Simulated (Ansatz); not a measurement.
Band structure of VH (Fm-3m, 2 atoms in the cell).

```
VH
1.0
    0.00000     1.96375     1.96375
    1.96375     0.00000     1.96375
    1.96375     1.96375     0.00000
V H
1 1
Direct
  0.00000   0.00000   0.00000
  0.50000   0.50000   0.50000
```

Method: PBEsol, PAW files made with PBE (plane waves; Ansatz, a quantum-chemistry and plane-wave program).

Settings: kpoints.mp_grid.grid = 14 14 14; hamiltonian.xc = pbesol; hamiltonian.pseudopotentials = {kind: paw} (an earlier, softer set of the program's PAW files); scf.occupations.method = gaussian; scf.occupations.width = 0.1 eV; kpoints.band_path.npoints = 8.

The starting cell comes from a database of computed structures (which also holds hypothetical and non-ambient phases and stackings), without a prior relaxation at this level. Spin polarisation is off.

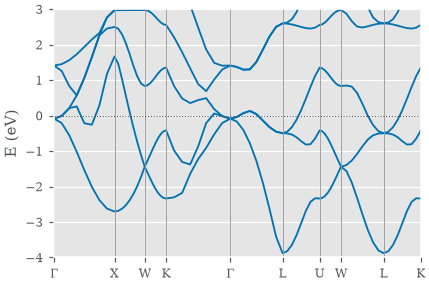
Bands along the path, energies from the Fermi level.

Levels in eV from the Fermi level, bands 4 to 10:
```
point       4       5      6      7      8     9    10
-----  ------  ------  -----  -----  -----  ----  ----
Γ      -37.47  -10.54  -0.08  -0.08  -0.08  1.41  1.41
X      -37.71   -7.60  -2.70   1.67   2.50  2.97  2.97
W      -37.72   -6.70  -1.44  -1.44   0.83  2.98  5.99
K      -37.66   -6.80  -2.34  -0.42   1.35  2.56  5.13
L      -37.56   -5.40  -3.88  -0.50  -0.50  2.60  2.60
U      -37.66   -6.80  -2.34  -0.42   1.35  2.56  5.13
```

Bands cross the Fermi level along this path, so the cell is metallic at this level.

Keys are those of Ansatz 0.2.
